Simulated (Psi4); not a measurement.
**SnH2F (SMILES [F][SnH2]): a chain of runs**

Aim: a series of 8 runs (UBP86/def2-SVP) of FH2Sn. 

Program for the calculation: Psi4 1.11.

### Step 1. The system as given

SnH2F: 4 atoms, total charge 0, spin state doublet. SMILES: `[F][SnH2]`. Geometry: relaxed at PBE0-D4/def2-TZVP.

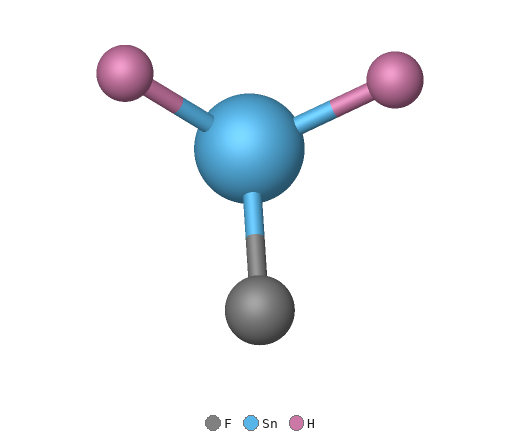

The structure, seen from a chosen angle (fluorine grey, tin blue, hydrogen pink).

### Step 2. The energy at UBP86/def2-SVP (density fitting, core potential) (run 1)

Contents of job.dat:

```
memory 1600 MB

molecule {
  0 2
  F     -1.552600    -0.190000     0.640700
  Sn     0.028300    -0.242200    -0.468300
  H      1.184100    -1.054400     0.524100
  H      0.395700     1.426200    -0.716700
  symmetry c1
}

set basis def2-SVP
set reference uks

result = energy("bp86")
```

Command:

```sh
$ psi4 job.dat job.out -n 1
```

job.out:

```text
[...]
    !!!  WARNING: ECP capability is in beta. Please check occupations closely.  !!!
[...]
  Running in c1 symmetry.
[...]
  Nuclear repulsion =   71.224961374238049
[...]
  Multiplicity = 2
[...]
  Nalpha       = 17
  Nbeta        = 16
[...]
    Number of basis functions: 50
[...]
   @DF-UKS iter   1:  -315.24555534169178   -1.30762e+00   9.98052e-03 DIIS/ADIIS
[...]
   @DF-UKS iter  10:  -315.34932854573401   -3.65208e-09   1.71816e-07 DIIS
[...]
   @S^2 Observed:                7.510485374E-01
[...]
    Orbital Energies [Eh]
    ---------------------
    Alpha Occupied:
       1A    -24.235950     2A     -4.919241     3A     -3.301102
       4A     -3.299857     5A     -3.296479     6A     -1.022793
       7A     -0.963595     8A     -0.963531     9A     -0.960542
      10A     -0.959969    11A     -0.933012    12A     -0.475749
      13A     -0.343665    14A     -0.335509    15A     -0.317359
      16A     -0.287929    17A     -0.203462
    Alpha Virtual:
      18A     -0.052384    19A     -0.009273    20A      0.015245
      21A      0.124249    22A      0.174314    23A      0.186539
      24A      0.240456    25A      0.291424    26A      0.297506
[...]
  @DF-UKS Final Energy:  -315.34932854573401
   => Energetics <=
    Nuclear Repulsion Energy =             71.2249613742380490
    One-Electron Energy =                -659.0838391814979786
    Two-Electron Energy =                 301.8746691716684154
    DFT Exchange-Correlation Energy =     -29.3651199101425533
    Empirical Dispersion Energy =           0.0000000000000000
    VV10 Nonlocal Energy =                  0.0000000000000000
    Total Energy =                       -315.3493285457340107
[...]
 Multipole Moments:
 ------------------------------------------------------------------------------------
     Multipole            Electronic (a.u.)      Nuclear  (a.u.)        Total (a.u.)
 ------------------------------------------------------------------------------------
 L = 1.  Multiply by 2.5417464519 to convert [e a0] to [Debye]
 Dipole X            :         12.1018192          -11.3966557            0.7051635
 Dipole Y            :         -1.7505896            1.6850364           -0.0655531
 Dipole Z            :        -11.1908121           10.6115281           -0.5792841
 Magnitude           :                                                    0.9149441
[...]
```

Wall time 4.8 s (1 thread of Intel Xeon Platinum 8259CL at 2.50GHz (Skylake/Cascade Lake), shared host); peak memory 0.32 GiB.

### Step 3. The distorted shape: the energy at UBP86/def2-SVP (density fitting, core potential) (run 2)

Contents of job.dat:

```
memory 1.6 GB

molecule geom {
  0 2
  F
  Sn 1 1.9318
  H 2 1.4674 1 103.33192
  H 2 1.726338 3 113.26008 1 111.0924
  symmetry c1
}

set basis def2-SVP
set reference uks

set reference uhf
set stability_analysis follow
set max_attempts 5
energy("scf")
set reference uks
set stability_analysis none
set guess read
set guess_mix false

e, wfn = energy("bp86", return_wfn=True)
```

Command:

```sh
$ psi4 job.dat job.out -n 1
```

job.out:

```text
[...]
    !!!  WARNING: ECP capability is in beta. Please check occupations closely.  !!!
[...]
  Running in c1 symmetry.
[...]
  Nuclear repulsion =   72.547486218975038
[...]
  Multiplicity = 2
[...]
  Nalpha       = 17
  Nbeta        = 16
[...]
    Number of basis functions: 50
[...]
   @DF-UHF iter   1:  -313.75756782939658   -1.98934e+00   8.29812e-03 DIIS/ADIIS
[...]
    !!!  WARNING: ECP capability is in beta. Please check occupations closely.  !!!
[...]
    !!!  WARNING: ECP capability is in beta. Please check occupations closely.  !!!
[...]
   @DF-UKS iter   8:  -315.32349488599044   -9.21546e-10   2.76416e-07 DIIS
[...]
   @S^2 Observed:                7.508427178E-01
[...]
    Orbital Energies [Eh]
    ---------------------
    Alpha Occupied:
       1A    -24.232333     2A     -4.919760     3A     -3.301333
       4A     -3.300629     5A     -3.297692     6A     -1.021210
       7A     -0.971513     8A     -0.963661     9A     -0.962151
      10A     -0.961052    11A     -0.933390    12A     -0.491570
      13A     -0.346745    14A     -0.336200    15A     -0.314660
      16A     -0.287078    17A     -0.199221
    Alpha Virtual:
      18A     -0.052714    19A      0.003948    20A      0.045145
      21A      0.112593    22A      0.177271    23A      0.187944
      24A      0.240404    25A      0.290346    26A      0.296185
[...]
  @DF-UKS Final Energy:  -315.32349488599044
   => Energetics <=
    Nuclear Repulsion Energy =             72.5474862189750382
    One-Electron Energy =                -661.5989394547020765
    Two-Electron Energy =                 303.1415125880071173
    DFT Exchange-Correlation Energy =     -29.4135542382704571
    Empirical Dispersion Energy =           0.0000000000000000
    VV10 Nonlocal Energy =                  0.0000000000000000
    Total Energy =                       -315.3234948859904421
[...]
 Multipole Moments:
 ------------------------------------------------------------------------------------
     Multipole            Electronic (a.u.)      Nuclear  (a.u.)        Total (a.u.)
 ------------------------------------------------------------------------------------
 L = 1.  Multiply by 2.5417464519 to convert [e a0] to [Debye]
 Dipole X            :          2.2183493           -2.1363690            0.0819803
 Dipole Y            :          0.7744008           -0.9136929           -0.1392921
 Dipole Z            :         16.5052151          -15.5500971            0.9551180
 Magnitude           :                                                    0.9686968
[...]
```

It took 5.4 s on 1 thread of Intel Xeon Platinum 8259CL at 2.50GHz (Skylake/Cascade Lake), shared host; peak memory 0.33 GiB.

Runs 3 to 4 aren't shown in full; the table further down has their settings and results.

### Step 4. The distorted shape: the energy at UBP86/def2-SVP (density fitting, core potential) (run 5)

Contents of job.dat:

```
memory 1600 mb

molecule geom {
  0 2
  F
  Sn 1 R2
  H 2 R3 1 A3
  H 2 R4 1 A4 3 D4

  R2 = 1.9318
  R3 = 2.5896
  A3 = 103.3319
  R4 = 1.726338
  A4 = 103.33541
  D4 = -118.24632
  symmetry c1
}

set reference uks

set reference uhf
set stability_analysis follow
set max_attempts 5
energy("scf/def2-SVP")
set reference uks
set stability_analysis none
set guess read
set guess_mix false

energy("bp86/def2-SVP")
```

Command:

```sh
$ psi4 -n 1 job.dat job.out
```

job.out:

```text
[...]
    !!!  WARNING: ECP capability is in beta. Please check occupations closely.  !!!
[...]
  Running in c1 symmetry.
[...]
  Nuclear repulsion =   68.615077418410337
[...]
  Multiplicity = 2
[...]
  Nalpha       = 17
  Nbeta        = 16
[...]
    Number of basis functions: 50
[...]
   @DF-UHF iter   1:  -313.69664105363131   -2.12815e+00   8.38042e-03 DIIS/ADIIS
[...]
    !!!  WARNING: ECP capability is in beta. Please check occupations closely.  !!!
[...]
    !!!  WARNING: ECP capability is in beta. Please check occupations closely.  !!!
[...]
   @DF-UKS iter  10:  -315.30416526644490   -5.29519e-09   2.90874e-07 DIIS
[...]
   @S^2 Observed:                7.740977313E-01
[...]
    Orbital Energies [Eh]
    ---------------------
    Alpha Occupied:
       1A    -24.246097     2A     -4.928299     3A     -3.312894
       4A     -3.307617     5A     -3.303703     6A     -1.031277
       7A     -0.972878     8A     -0.971637     9A     -0.969309
      10A     -0.965622    11A     -0.940032    12A     -0.464201
      13A     -0.347314    14A     -0.327971    15A     -0.323105
      16A     -0.273751    17A     -0.218782
    Alpha Virtual:
      18A     -0.109008    19A     -0.052041    20A      0.010539
      21A      0.126326    22A      0.183242    23A      0.210186
      24A      0.237467    25A      0.291497    26A      0.304259
[...]
  @DF-UKS Final Energy:  -315.30416526644490
   => Energetics <=
    Nuclear Repulsion Energy =             68.6150774184103369
    One-Electron Energy =                -653.6601759074080746
    Two-Electron Energy =                 299.0335279394287227
    DFT Exchange-Correlation Energy =     -29.2925947168759002
    Empirical Dispersion Energy =           0.0000000000000000
    VV10 Nonlocal Energy =                  0.0000000000000000
    Total Energy =                       -315.3041652664448975
[...]
 Multipole Moments:
 ------------------------------------------------------------------------------------
     Multipole            Electronic (a.u.)      Nuclear  (a.u.)        Total (a.u.)
 ------------------------------------------------------------------------------------
 L = 1.  Multiply by 2.5417464519 to convert [e a0] to [Debye]
 Dipole X            :          2.1932287           -2.1363686            0.0568601
 Dipole Y            :          2.9577164           -2.4901777            0.4675387
 Dipole Z            :         15.9235696          -15.1765056            0.7470640
 Magnitude           :                                                    0.8831366
[...]
```

It took 5.7 s on 1 thread of Intel Xeon Platinum 8259CL at 2.50GHz (Skylake/Cascade Lake), shared host; peak memory 0.32 GiB.

Runs 6 to 7 aren't shown in full; the table further down has their settings and results.

### Step 5. The distorted shape: a single-point energy at UBP86/def2-SVP (density fitting, core potential) (run 8)

Contents of input.inp:

```
memory 1.6 GB

molecule m {
  0 2
  F     -3.864233     1.434423    -1.344128
  Sn    -2.283333     1.382223    -2.453128
  H      1.184100    -1.054400     0.524100
  H     -1.915933     3.050623    -2.701528
  symmetry c1
}

set basis def2-SVP
set reference uks

set reference uhf
set stability_analysis follow
set max_attempts 5
energy('scf')
set reference uks
set stability_analysis none
set guess read
set guess_mix false

e, wfn = energy('bp86', return_wfn=True)
print_variables()
```

Command:

```sh
$ psi4 -n 1 input.inp input.out
```

input.out:

```text
[...]
    !!!  WARNING: ECP capability is in beta. Please check occupations closely.  !!!
[...]
  Running in c1 symmetry.
[...]
  Nuclear repulsion =   65.777879888599188
[...]
  Multiplicity = 2
[...]
  Nalpha       = 17
  Nbeta        = 16
[...]
    Number of basis functions: 50
[...]
   @DF-UHF iter   1:  -313.71467872557866   -2.20431e+00   8.39576e-03 DIIS/ADIIS
[...]
    !!!  WARNING: ECP capability is in beta. Please check occupations closely.  !!!
[...]
    !!!  WARNING: ECP capability is in beta. Please check occupations closely.  !!!
[...]
   @DF-UKS iter   9:  -315.28279251586929   -1.09281e-08   2.31832e-07 DIIS
[...]
   @S^2 Observed:                7.500087751E-01
[...]
    Orbital Energies [Eh]
    ---------------------
    Alpha Occupied:
       1A    -24.234842     2A     -4.910837     3A     -3.298454
       4A     -3.289645     5A     -3.283623     6A     -1.018059
       7A     -0.957555     8A     -0.955385     9A     -0.952313
      10A     -0.945570    11A     -0.923675    12A     -0.447191
      13A     -0.330825    14A     -0.318265    15A     -0.309873
      16A     -0.281566    17A     -0.212951
    Alpha Virtual:
      18A     -0.131650    19A     -0.039882    20A      0.026744
      21A      0.126645    22A      0.196409    23A      0.205027
      24A      0.248409    25A      0.284107    26A      0.319763
[...]
  @DF-UKS Final Energy:  -315.28279251586929
   => Energetics <=
    Nuclear Repulsion Energy =             65.7778798885991876
    One-Electron Energy =                -648.3851848175145278
    Two-Electron Energy =                 296.6499951766177787
    DFT Exchange-Correlation Energy =     -29.3254827635717064
    Empirical Dispersion Energy =           0.0000000000000000
    VV10 Nonlocal Energy =                  0.0000000000000000
    Total Energy =                       -315.2827925158692892
[...]
 Multipole Moments:
 ------------------------------------------------------------------------------------
     Multipole            Electronic (a.u.)      Nuclear  (a.u.)        Total (a.u.)
 ------------------------------------------------------------------------------------
 L = 1.  Multiply by 2.5417464519 to convert [e a0] to [Debye]
 Dipole X            :          8.7043868           -8.0592955            0.6450913
 Dipole Y            :          0.5747500           -0.6601822           -0.0854322
 Dipole Z            :        -13.9263187           13.4770720           -0.4492467
 Magnitude           :                                                    0.7907364
[...]
```

Wall time 5.4 s (1 thread of Intel Xeon Platinum 8259CL at 2.50GHz (Skylake/Cascade Lake), shared host); peak memory 0.3 GiB.

### Step 6. All runs side by side

```tsv
run	start	partner	energy (Eh)	dipole moment (D)	HOMO energy (eV)	LUMO energy (eV)	wall time
1	–	base	-315.349329	2.33	-5.54	-4.48	4.8 s
2	stable UHF solution	Sn2–H3 1.47 Å	-315.323495	2.46	-5.42	-4.31	5.4 s
3	stable UHF solution	Sn2–H3 1.99 Å	-315.342190	2.26	-5.67	-4.67	5.4 s
4	stable UHF solution	Sn2–H3 2.24 Å	-315.325382	2.28	-5.80	-4.83	5.7 s
5	stable UHF solution	Sn2–H3 2.59 Å	-315.304165	2.24	-5.95	-4.86	5.7 s
6	stable UHF solution	Sn2–H3 3.11 Å	-315.288064	2.00	-5.91	-4.50	5.4 s
7	stable UHF solution	Sn2–H3 3.80 Å	-315.283567	2.01	-5.80	-3.82	5.1 s
8	stable UHF solution	Sn2–H3 5.18 Å	-315.282793	2.01	-5.79	-3.59	5.4 s
```

### Step 7. Outcome

```
                                                          quantity          value
                              distorted shape, run 8: total energy  -315.28279 Eh
                             distorted shape, run 8: dipole moment         2.01 D
        distorted shape, run 8: HOMO energy (highest over α and β)       -5.79 eV
         distorted shape, run 8: LUMO energy (lowest over α and β)       -3.59 eV
                                      distorted shape, run 8: ⟨S²⟩          0.750
energy change with the Sn2–H3 bond shortened from 1.726 to 1.467 Å       0.703 eV
energy change with the Sn2–H3 bond stretched from 1.726 to 2.590 Å       1.229 eV
energy change with the Sn2–H3 bond stretched from 1.726 to 3.798 Å       1.789 eV
energy change with the Sn2–H3 bond stretched from 1.726 to 1.985 Å       0.194 eV
energy change with the Sn2–H3 bond stretched from 1.726 to 2.244 Å       0.652 eV
energy change with the Sn2–H3 bond stretched from 1.726 to 3.108 Å       1.667 eV
energy change with the Sn2–H3 bond stretched from 1.726 to 5.179 Å       1.811 eV
```

With the Sn2–H3 bond shortened from 1.726 to 1.467 Å the energy rises by 0.70 eV (67.8 kJ/mol). The first shape isn't relaxed at this level, so the change isn't measured from a minimum. With the Sn2–H3 bond stretched from 1.726 to 2.590 Å the energy rises by 1.23 eV (28 kcal/mol). With the Sn2–H3 bond stretched from 1.726 to 3.798 Å the energy rises by 1.79 eV (41 kcal/mol). With the Sn2–H3 bond stretched from 1.726 to 1.985 Å the energy rises by 0.19 eV (18.7 kJ/mol). With the Sn2–H3 bond stretched from 1.726 to 2.244 Å the energy rises by 0.65 eV (15.0 kcal/mol). With the Sn2–H3 bond stretched from 1.726 to 3.108 Å the energy rises by 1.67 eV (161 kJ/mol). The lowest energy is that of run 1; the highest lies 1.811 eV above it. All runs together took 43 s, the longest 5.7 s.
